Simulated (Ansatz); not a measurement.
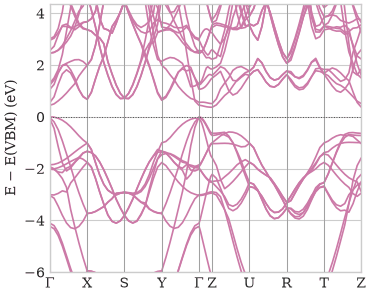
Band structure from PBE (plane waves, PAW; program Ansatz)

Question: Read off the gap and where the band edges lie.

Answer: About 0.4 eV (0.37 eV by a search for the band edges); maximum at Γ, minimum at Z.

The material is SiGe in space group Pmma (No. 51; Si on 2e, Si on 2f, Ge on 2e, Ge on 2f).

The start of the workflow was typed in or built on a structure type; neither database checked (COD, Materials Project) lists it. Whether it is the stable phase at ambient conditions was not checked. Symmetry was held in the PBE relaxation; whether a distortion lowers the energy is not shown. Scalar-relativistic: spin–orbit coupling is off unless named, which matters more the heavier the elements.

Potentials: the later of the program's two PAW sets.
